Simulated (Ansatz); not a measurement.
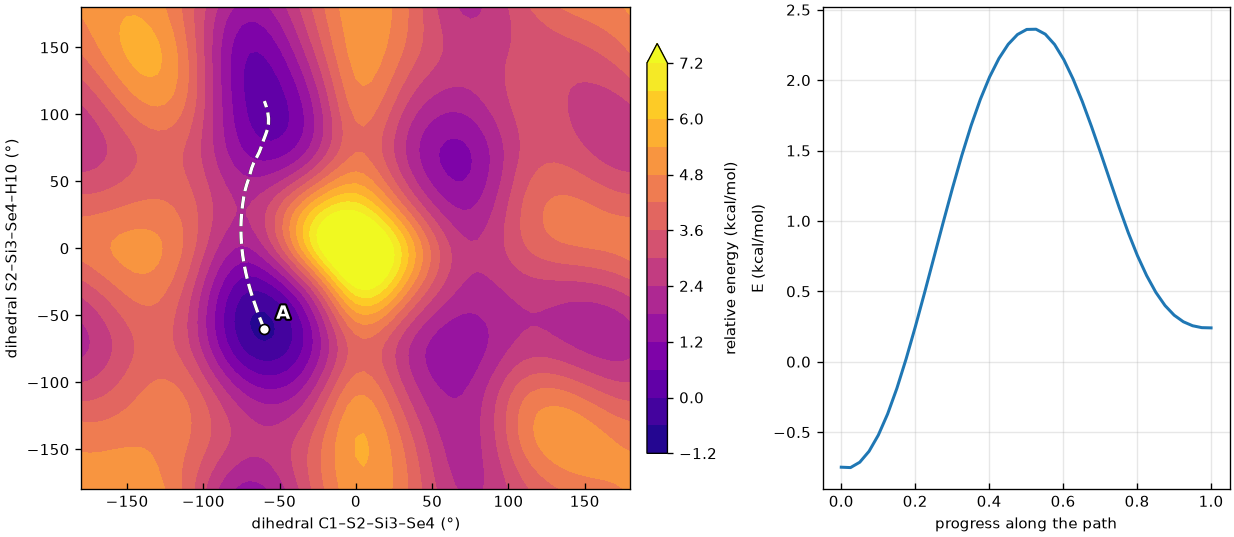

CH6SSeSi, SMILES CS[SiH2][SeH]. First axis: dihedral C1–S2–Si3–Se4. Second axis: dihedral S2–Si3–Se4–H10. Nothing is relaxed (all other coordinates rigid). The grid has 10 × 10 points. Energies are in kcal/mol, from the relaxed molecule at the same level. Method: RKS PBE0-D4/def2-SVP in Ansatz 0.2.0.

Drawn: filled contours, a line along the lowest path, one colour for all values above the top of the scale, the energy along the path at the right, the start A. Between grid points the surface is interpolated.

Q: Describe the path and its barrier.

A: The easiest path leads from the well at about dihedral C1–S2–Si3–Se4 = −60°, dihedral S2–Si3–Se4–H10 = −60° to the well at about dihedral C1–S2–Si3–Se4 = −60°, dihedral S2–Si3–Se4–H10 = 110°, about 0.99 kcal/mol higher. Its highest point lies about 3.1 kcal/mol above the bottom of the first well on the interpolated surface, at dihedral C1–S2–Si3–Se4 = −72°, dihedral S2–Si3–Se4–H10 = 36°. Seen from the upper well the barrier is about 2.1 kcal/mol. This is the barrier on the constrained surface; relaxing the other coordinates would change it.
